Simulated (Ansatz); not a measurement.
## LiCl (rock salt): generalised stacking-fault energy along a line

Generalised stacking fault of LiCl (rock salt) on the {110} plane. The cell below holds the perfect crystal with the plane normal along z; tilting its third vector by the shift puts one fault into each cell, between planes 1.82 Å apart, at fixed cell height.

```xyz
6
Lattice="3.6419 0.0000 0.0000 0.0000 5.1504 0.0000 1.8209 2.5752 5.4628" Properties=species:S:1:pos:R:3 pbc="T T T"
Cl     1.5174     2.1460     4.5523
Cl     1.5174     2.1460     0.9105
Cl     3.3384     4.7212     2.7314
Li     1.5174     4.7212     4.5523
Li     1.5174     4.7212     0.9105
Li     3.3384     2.1460     2.7314
```

In-plane vectors a = (3.642, 0.000) Å, b = (0.000, 5.150) Å, area 18.76 Å². The shift is s times the vector b (length 5.150 Å), so s = 1 restores the start. The shift is rigid: no atom relaxes. γ = [E(shift) − E(0)] / area.

Method: PBE (plane waves to 420 eV, PAW, scalar-relativistic; Ansatz, a program for electronic structure). k mesh 8×8×8 (Γ-centred), Fermi-Dirac smearing 0.05 eV. Energies are extrapolated to zero smearing. Stress and pressure are positive under compression. Faults lie only 5.5 Å apart, and holding the cell height and the atoms raises γ above its relaxed value. LiCl was relaxed with its symmetry unable to fall. The zero of γ is zero shift.

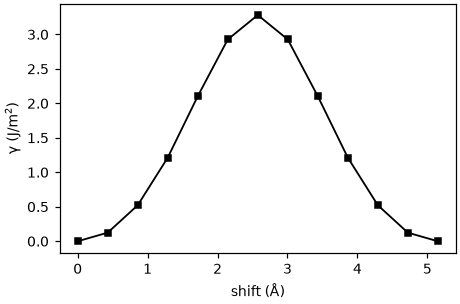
γ (J/m²) against shift (Å); markers are the computed points, lines only join them (the last repeats the first, one period on).

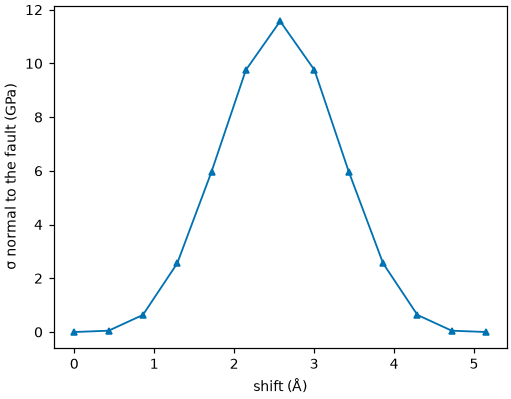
Figure. σ normal to the fault (GPa) against shift (Å); computed points joined by lines (the last repeats the first, one period on).

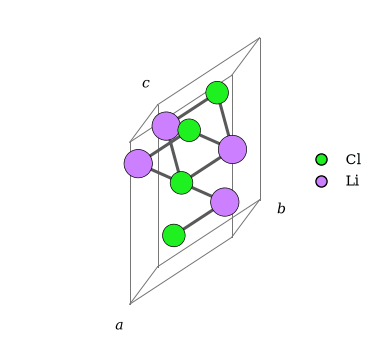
Figure: The cell of the calculation at s = 0.500.

The steepest slope dγ/d(shift) before the first maximum (spline) comes out as 21 GPa and the highest computed γ on the line is 3.28 J/m². Position of the highest point: s = 0.500. Local minima between the ends: no computed point is one.

A slope of 1 mJ/m² per Å is 0.01 GPa.

(The slope of γ gives the shear force per area between the displaced halves; near zero shift its curvature is an elastic stiffness.)
